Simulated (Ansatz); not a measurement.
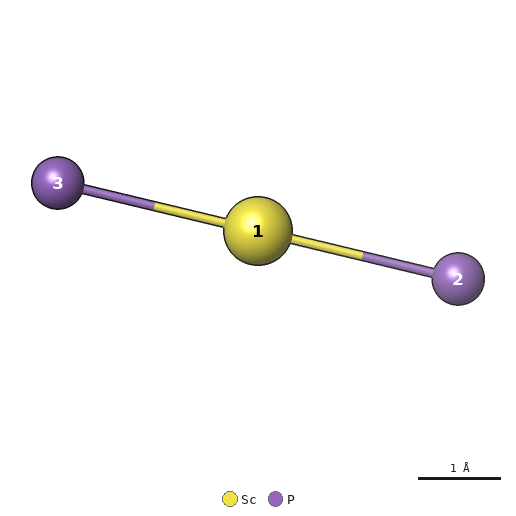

(Drawn from a calculation with Ansatz.)

Orthographic view. Depth is shown by fading: the farther an atom, the more it takes the colour of the background. The species is neutral and a spin sextet. Geometry: a fixed input geometry, not necessarily a minimum.

Write a Z-matrix (Å, degrees) in the order of the atom numbers, with these reference atoms: 2 to 1; 3 to 1, 2.

```
Sc 
P    1   2.548
P    1   2.548   2   180.0
```

The spin state was imposed, and no run here compares it with a lower spin, which may lie lower.
